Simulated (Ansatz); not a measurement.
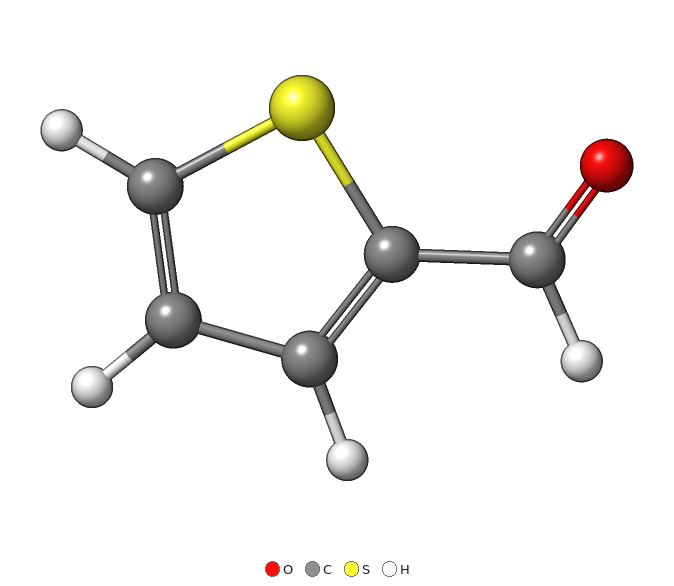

Ball-and-stick drawing of a structure. Multiple sticks mark multiple bonds (one Kekulé form).

Computed geometry: PBE0-D4/def2-TZVP optimisation.

Question: Give the formula.

Answer: C₅H₄OS, 11 atoms: 5 carbon, 4 hydrogen, 1 oxygen and 1 sulfur.

Question: Does it have rings?

Answer: Independent rings (smallest set): 1 of 5 members, 1 of them aromatic.

Question: What is the point group of this geometry?

Answer: Cs.

More results for the same structure follow; atom numbers are the same in all pictures, views and colours differ.

**Shape**

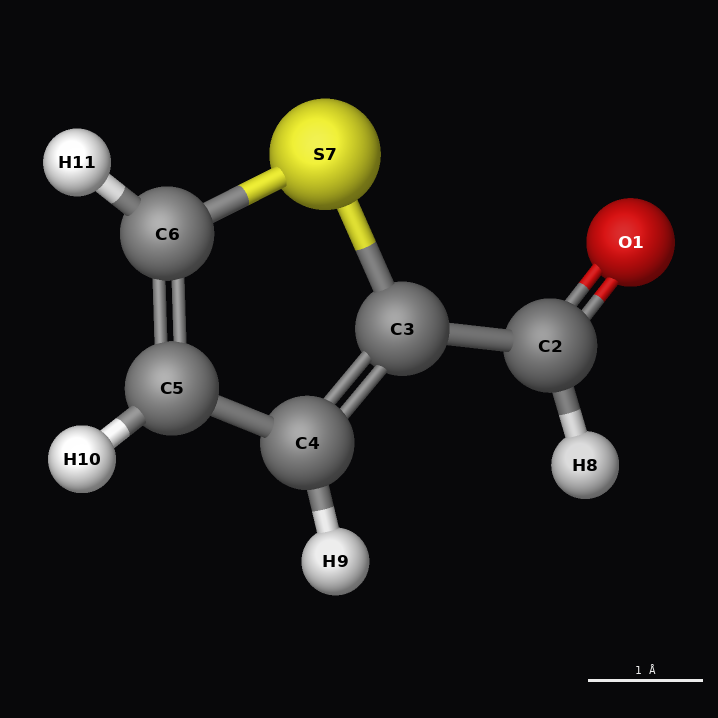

Atoms carry their numbers in the input.

What are the angles O1–C2–C3, O1–C2–H8, C2–C3–C4, C2–C3–S7, C3–C4–C5, C3–C4–H9, C3–S7–C6, C4–C5–H10, C5–C6–S7, C5–C6–H11, C6–C5–H10, S7–C6–H11?

```tsv
angle	degrees
O1–C2–C3	125.1
O1–C2–H8	121.2
C2–C3–C4	126.9
C2–C3–S7	121.8
C3–C4–C5	112.7
C3–C4–H9	122.7
C3–S7–C6	91.5
C4–C5–H10	124.5
C5–C6–S7	112.6
C5–C6–H11	127.4
C6–C5–H10	123.6
S7–C6–H11	120.0
```

**Levels of theory compared**

Program: Ansatz 0.2.0.

At this fixed geometry, give HOMO energy (eV) at these levels: BHLYP-D4/def2-TZVPP; BLYP-D4/def2-TZVPP; HSE06 (plane-wave form)-D4/def2-TZVPP; PBE0-D4/def2-QZVPP; PBE0-D4/def2-SVP; PBE0-D4/def2-TZVPP; r2SCAN0-D4/def2-TZVPP; r2SCANh-D4/def2-TZVPP; revPBE-D4/def2-TZVPP; ωB97X-V/def2-TZVPP.

| level | HOMO energy (eV) |
| --- | --- |
| BHLYP-D4/def2-TZVPP | −8.23 |
| BLYP-D4/def2-TZVPP | −5.84 |
| HSE06 (plane-wave form)-D4/def2-TZVPP | −7.04 |
| PBE0-D4/def2-QZVPP | −7.45 |
| PBE0-D4/def2-SVP | −7.40 |
| PBE0-D4/def2-TZVPP | −7.43 |
| r2SCAN0-D4/def2-TZVPP | −7.56 |
| r2SCANh-D4/def2-TZVPP | −6.90 |
| revPBE-D4/def2-TZVPP | −5.87 |
| ωB97X-V/def2-TZVPP | −9.55 |

**Thermal motion**

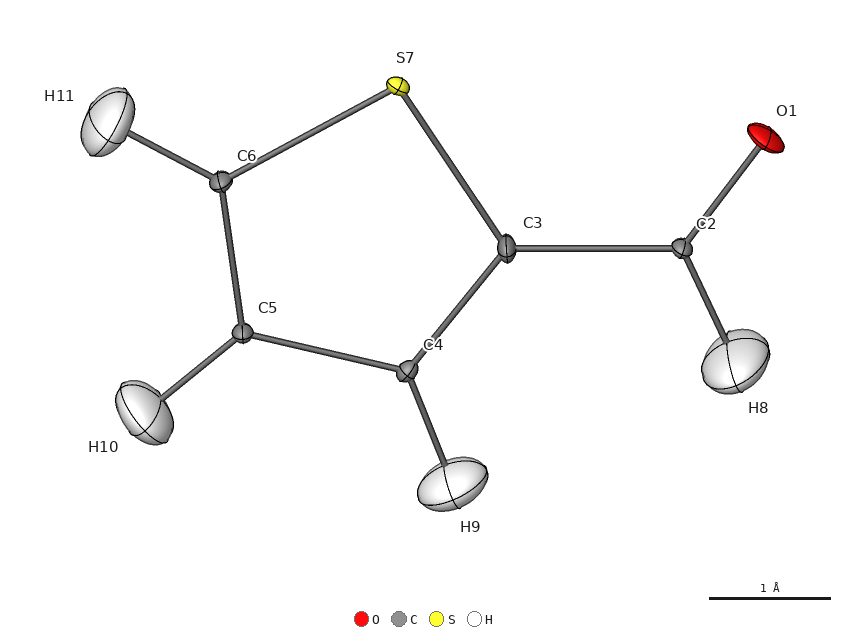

Displacement ellipsoids at the 50 % level, enlarged 1.5 times, from the internal vibrations of the free molecule (harmonic, no overall translation or rotation; no half-axis is drawn under 0.075 Å). Vibrations computed with RKS PBE0-D4/def2-TZVP (Ansatz 0.2.0). Temperature: 200 K.

List U_eq and the three principal root-mean-square amplitudes for each kind of atom.

```
atom  U_eq (Å²)   rms amplitudes (Å)
  O1     0.0046  0.030, 0.076, 0.084
  C2     0.0020  0.032, 0.039, 0.060
  C3     0.0031  0.033, 0.048, 0.078
  C4     0.0018  0.034, 0.044, 0.047
  C5     0.0020  0.034, 0.037, 0.060
  C6     0.0023  0.034, 0.042, 0.064
  S7     0.0012  0.024, 0.037, 0.043
  H8     0.0241  0.081, 0.127, 0.223
  H9     0.0150  0.078, 0.132, 0.146
 H10     0.0171  0.078, 0.126, 0.171
 H11     0.0173  0.078, 0.128, 0.171
```

**Dipole moment**

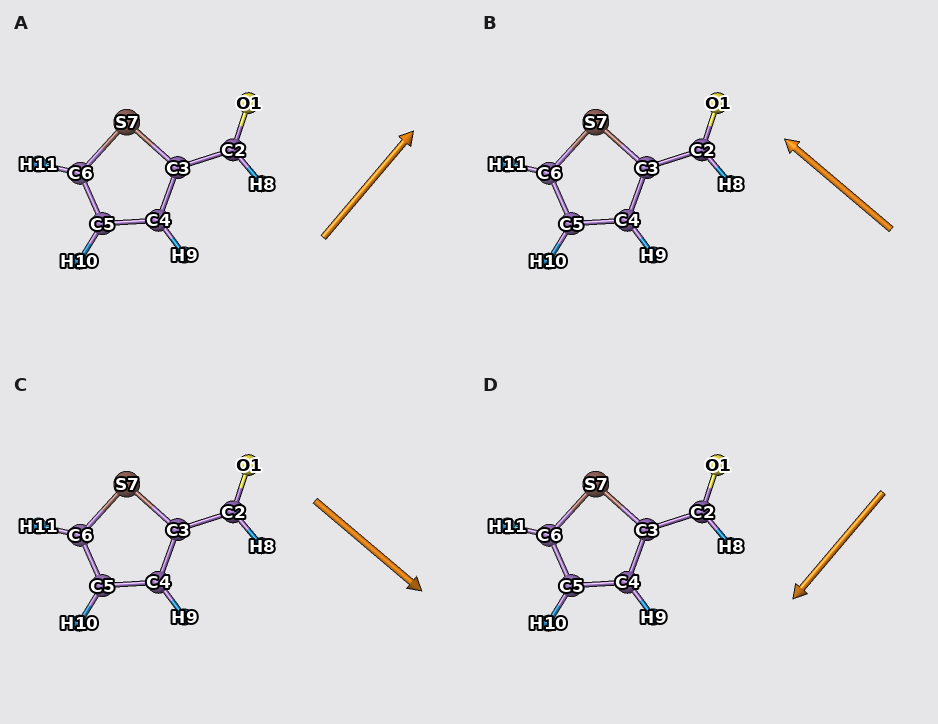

The same molecule four times, each with an arrow. Properties computed with RKS PBE-D4/def2-TZVPP (Ansatz 0.2.0).

Question: Which arrow points along the dipole moment, from the negative to the positive end?

Answer: D. The dipole moment is 3.77 D; it points from the side of O1 to the side of H10 (the outermost atoms at the two ends).
